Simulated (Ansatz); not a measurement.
# FGeH5S: a barrier at many levels of theory

How high is the barrier of this step (Ge1–S7 formed, F2–H6 formed, Ge1–F2 broken, H6–S7 broken), and how far do cheaper methods land from CCSD(T)?

The runs use Ansatz 0.2.0, Gaussian basis; single points in def2-TZVPP on PBE0-D4/def2-TZVP structures.

Levels: SPW92, PBE-D4, BLYP-D4, r2SCAN-D4, B97M-V, PBE0-D4, B3LYP-D4, r2SCAN0-D4, BHLYP-D4, CAM-B3LYP-D4, wB97X-V, wB97M-V, B2PLYP, PBE-QIDH, RPA on PBE, Hartree-Fock, MP2, CCSD, CCSD(T). The reference is CCSD(T) at the basis limit, from triple and quadruple zeta. Zero-point energies come from PBE0-D4 vibrations.

Correlated methods freeze the cores. Filled d shells of the heavier atoms are correlated. B3LYP uses VWN-RPA correlation. B2PLYP carries no dispersion term here.

23 further runs of the same task are left out: 23 set aside as unsound or not needed.

### 1 The three structures

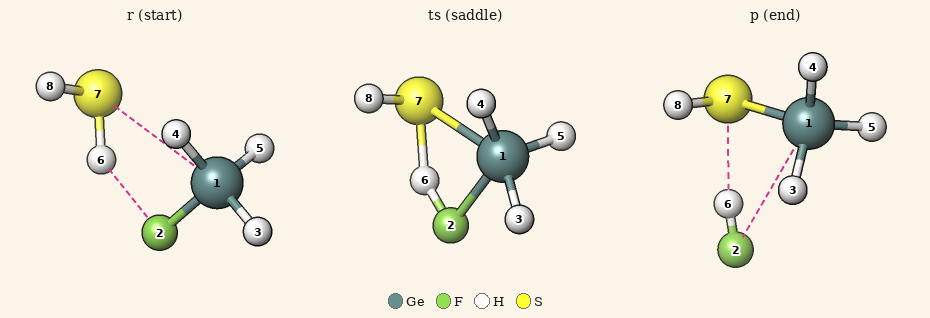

Start, saddle and end (germanium teal, fluorine green, hydrogen white, sulfur yellow); broken lines mark the pairs that change.

Charge 0, multiplicity 1. The folders r, ts and p hold the start, the saddle and the end; their coordinates stand in the first inputs.

| pair | r (Å) | ts (Å) | p (Å) |
| --- | --- | --- | --- |
| Ge1–S7 | 3.829 | 2.600 | 2.245 |
| F2–H6 | 2.301 | 1.158 | 0.938 |
| Ge1–F2 | 1.751 | 2.052 | 3.656 |
| H6–S7 | 1.344 | 1.601 | 2.186 |

### 2 wB97M-V/def2-TZVPP

r/in.yaml reads:

```yaml
crystal:
  periodic: [false, false, false]
  atoms:
    - {symbol: Ge, position_ang: [-0.491283, 0.020725, -1.305376]}
    - {symbol: F, position_ang: [1.074509, -0.606961, -0.835220]}
    - {symbol: H, position_ang: [-0.479857, 0.003009, -2.839553]}
    - {symbol: H, position_ang: [-0.574241, 1.439626, -0.735926]}
    - {symbol: H, position_ang: [-1.533304, -0.930503, -0.711982]}
    - {symbol: H, position_ang: [1.029073, -0.643137, 1.465088]}
    - {symbol: S, position_ang: [0.204949, -0.248778, 2.450388]}
    - {symbol: H, position_ang: [0.770255, 0.966119, 2.512481]}
basis:
  gaussian: {orbitals: def2-TZVPP}
hamiltonian: {xc: {name: wB97M-V}}
```

ts/in.yaml reads:

```yaml
crystal:
  periodic: [false, false, false]
  atoms:
    - {symbol: Ge, position_ang: [-0.521370, 0.089644, -0.733751]}
    - {symbol: F, position_ang: [1.230861, -0.932690, -0.426448]}
    - {symbol: H, position_ang: [0.036387, 0.121884, -2.170820]}
    - {symbol: H, position_ang: [-0.957535, 1.534869, -0.424780]}
    - {symbol: H, position_ang: [-1.620624, -0.962212, -0.588729]}
    - {symbol: H, position_ang: [1.039793, -0.768831, 0.703465]}
    - {symbol: S, position_ang: [0.059479, -0.121381, 1.791645]}
    - {symbol: H, position_ang: [0.733109, 1.038817, 1.849316]}
basis:
  gaussian: {orbitals: def2-TZVPP}
hamiltonian: {xc: {name: wB97M-V}}
```

p/in.yaml reads:

```yaml
crystal:
  periodic: [false, false, false]
  atoms:
    - {symbol: Ge, position_ang: [-0.914211, 0.417190, -0.526009]}
    - {symbol: F, position_ang: [1.972409, -1.785027, -0.095304]}
    - {symbol: H, position_ang: [0.185807, 0.565816, -1.580386]}
    - {symbol: H, position_ang: [-1.781048, 1.680139, -0.444615]}
    - {symbol: H, position_ang: [-1.767926, -0.830741, -0.758193]}
    - {symbol: H, position_ang: [1.458477, -1.269035, 0.496431]}
    - {symbol: S, position_ang: [0.032833, 0.064764, 1.478740]}
    - {symbol: H, position_ang: [0.813762, 1.156995, 1.429234]}
basis:
  gaussian: {orbitals: def2-TZVPP}
hamiltonian: {xc: {name: wB97M-V}}
```

No record of the launch command was kept for these runs.

Further steps of the session: CCSD(T)/def2-TZVPP; MP2/def2-QZVPP; Vibrations of the start structure; Vibrations of the end structure.

What does the calculation give? Wanted: barrier, CCSD(T)/CBS; reverse barrier, CCSD(T)/CBS; step energy, CCSD(T)/CBS; barrier with zero-point energy; step energy with zero-point energy; imaginary mode at the saddle; largest T1 diagnostic.

The runs gave:

| quantity | value |
| --- | --- |
| barrier, CCSD(T)/CBS | 146.4 kJ/mol |
| reverse barrier, CCSD(T)/CBS | 152.2 kJ/mol |
| step energy, CCSD(T)/CBS | -5.8 kJ/mol |
| barrier with zero-point energy | 143.4 kJ/mol |
| step energy with zero-point energy | +0.4 kJ/mol |
| imaginary mode at the saddle | 664i cm⁻¹ |
| largest T1 diagnostic | 0.013 |

**Reading.** wB97X-V is the best functional here (-3.3 kJ/mol from CCSD(T)/CBS); SPW92 is the worst (-76.1 kJ/mol). Mean unsigned error by rung: LDA 76.1, GGA 38.4, meta-GGA 18.7, hybrid 16.6, range-separated hybrid 5.7, double hybrid 7.6 kJ/mol. PBE-D4 gives a barrier 48.1 kJ/mol too low, outside chemical accuracy (1 kcal/mol, 4.2 kJ/mol). Every functional without exact exchange puts the barrier too low, the usual mark of self-interaction error, which favours the spread-out density of a saddle. The barrier rises with the share of exact exchange, from BLYP-D4 through B3LYP-D4 to BHLYP-D4 (-28.6, -12.8, +11.6 kJ/mol). Hartree-Fock, with no correlation, is off by +69.5 kJ/mol. Zero-point motion lowers the barrier by 3.0 kJ/mol.
